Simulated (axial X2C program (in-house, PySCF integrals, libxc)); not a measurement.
## Run report: InO, relativistic diatomic calculation

InO, single determinant with Ω = 1/2. Computed at this level: PBE0, two-component X2C with atomic mean-field Coulomb and Gaunt terms, In dyall-cv3z, O dyall-av3z (cores contracted) (axial X2C program (in-house, PySCF integrals, libxc)).

### Input file
```
{"zs": [49, 8], "q": 0, "bas": ["dyall-cv3z", "dyall-av3z"], "levels": ["PBE0", "HF", "TPSS"], "cc": true, "r0": 1.93, "thr": -1.0, "nmax": 90, "npts": 10, "nst": 2, "ntry": 6}
```

The line is the task of a batch: nuclear charges, charge, bases, the levels to run, a first guess of the distance and further settings. This report covers PBE0 with spin-orbit coupling. The log is that of the reference distance 1.932 Å.

The run was one of a batch that the task file lists, launched with:
```bash
python <driver script> task.json out
```

### The program's output
```
two-component X2C + atomic mean field  PBE0
basis functions 183  fitting functions 933  grid points 5078
iter        total energy     max residual
   1      -5953.380984811     4.65e-01
   2      -5953.391421210     6.43e-04
   3      -5953.391423407     1.85e-04
   4      -5953.391423545     2.32e-04
   5      -5953.391423853     1.71e-04
   6      -5953.391424066     6.02e-05
   7      -5953.391424128     1.09e-05
   8      -5953.391424130     7.10e-06
converged
one-electron -8405.18278469  Coulomb 2517.09064855  exact exchange -41.67914655  xc functional -127.70902350  nuclear repulsion 107.36928917  atomic mean-field constant -3.28040712
```

### The points of the curve

| R (Å) | E (hartree) | dipole (D; origin at the first atom, positive when the second is positive) | highest filled (eV) | lowest empty (eV) |
| --- | --- | --- | --- | --- |
| 1.681 | −5953.359491 | −3.61 | −7.29 | −3.79 |
| 1.758 | −5953.379016 | −3.83 | −7.45 | −3.85 |
| 1.816 | −5953.386863 | −3.98 | −7.54 | −3.86 |
| 1.874 | −5953.390612 | −4.12 | −7.45 | −3.83 |
| 1.932 | −5953.391424 | −4.27 | −7.31 | −3.79 |
| 2.000 | −5953.389772 | −4.47 | −7.15 | −3.70 |
| 2.067 | −5953.386226 | −4.70 | −6.99 | −3.61 |
| 2.154 | −5953.379921 | −5.03 | −6.77 | −3.47 |
| 2.260 | −5953.370767 | −5.49 | −6.50 | −3.30 |
| 2.415 | −5953.356410 | −6.24 | −6.11 | −3.08 |

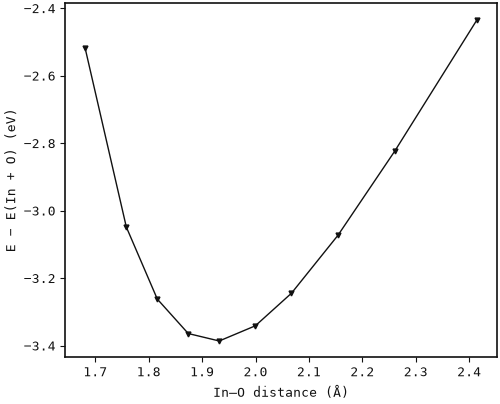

*Energy at 10 bond lengths, for one set of occupations held fixed; the line joins the points.*

A polynomial of degree 6 through 9 points gives rₑ = 1.922 Å, ωₑ = 587.1 cm⁻¹, ωₑxₑ = 4.0 cm⁻¹ and Bₑ = 0.3249 cm⁻¹. The minimum lies 3.39 eV below In + O, each computed as one determinant at the same level.

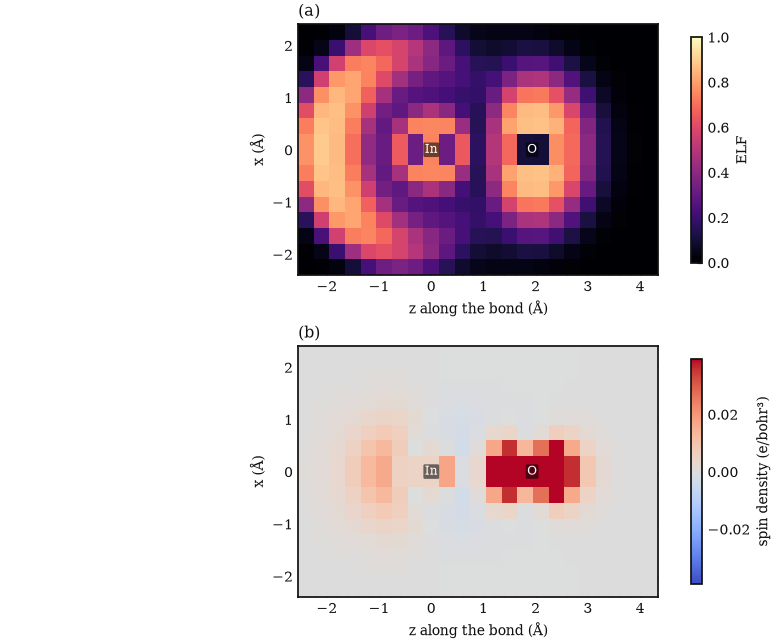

*(a) electron localisation function; (b) spin density, in a plane that holds the axis, at 1.93 Å, on points 0.3 Å apart (one half computed, the other mirrored); the structure near the nuclei is finer than these points.*

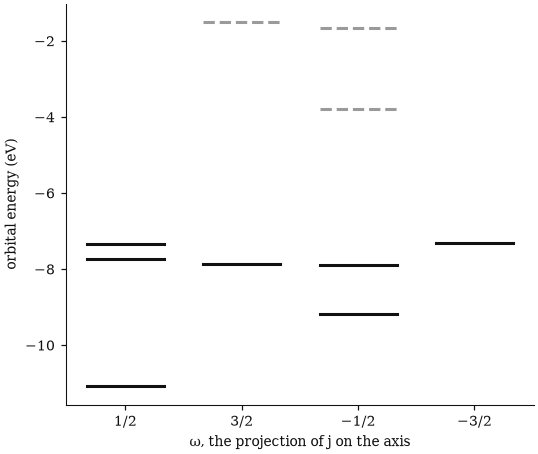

*Orbital energies near the frontier at 1.93 Å, filled (solid) and empty (dashed).*

The highest filled spinor (−3/2; 87 % O p, 8 % In p) lies at −7.31 eV, the lowest empty one (−1/2; 52 % O p, 28 % In p) at −3.79 eV.

### Results in brief

- outcome: converged
- bond length rₑ: 1.922 Å
- ωₑ: 587.1 cm⁻¹
- energy at the minimum: −5953.39145 hartree
- depth below the fragments: 3.39 eV
- hardware: 1 thread of AMD EPYC (Zen 3), 24 GiB of memory available, shared host
- wall time: 15 s
- peak memory: 0.6 GiB
